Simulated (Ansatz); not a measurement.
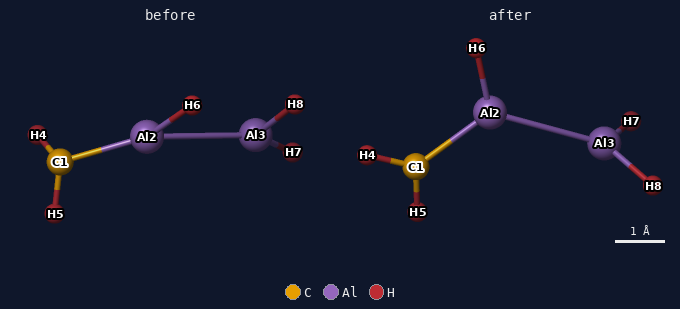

The structure of CH$_{5}$Al$_{2}$ (multiplicity 2) before (left) and after (right) a relaxation, at one scale.

The picture is a ball-and-stick view, seen from a free direction.

Theory: UKS PBE0-D4/def2-TZVP (Ansatz 0.2.0). Set-up: force threshold 0.005 eV/Å; at most 200 steps.

Q: What changed between the two?

A: The energy falls by 0.998 eV in 31 accepted moves (34 points after the start). Largest force component: 0.78 eV/Å at the start, 0.00072 eV/Å at the end. The line search rejected the trial steps at points 11, 28, 33 of the run. The largest moves after the best rigid fit, 1.73 Å, are those of H6 and H8. By element the largest moves are H 1.73 Å, Al 0.52 Å, C 0.36 Å. Some distances before and after: Al2–Al3 2.521 → 2.591 Å, Al2–H6 1.637 → 1.597 Å, C1–Al2 1.908 → 1.934 Å, C1–H4 1.100 → 1.090 Å. Bond angles that change, for instance: Al3–Al2–H6 78.7° → 122.4°, C1–Al2–H6 141.9° → 115.9°, Al2–Al3–H8 96.9° → 122.3°. Groups turn about Al2–Al3 by about 90°. The run took 2 min on 2 threads of Arm Neoverse V2, with other jobs on the host.
